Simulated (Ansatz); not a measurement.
Bands of a (12,0) SiC nanotube, along its axis.

These are PBE (plane waves to 420 eV, PAW; Ansatz, a first-principles code) values and carry that method's errors. Mesh 1×1×6. No spin polarisation. Isolated but for its images some 11 Å away. A hypothetical model, rolled from the flat sheet. Only distortions within the start's symmetry and period were free.

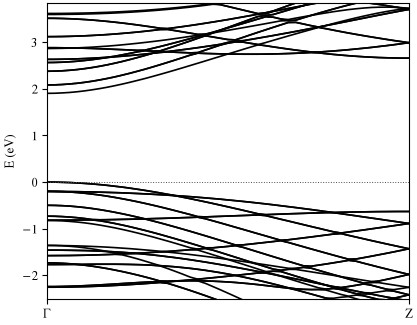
Figure. Bands from the zone centre to the zone edge (period 5.36 Å); the dotted line marks the highest filled level

Task: Is it a metal or a semiconductor at this level? Give what the bands show.

Result: A semiconductor in PBE.
| Item | Result |
|---|---|
| PBE gap | 1.90 eV, direct at Γ |
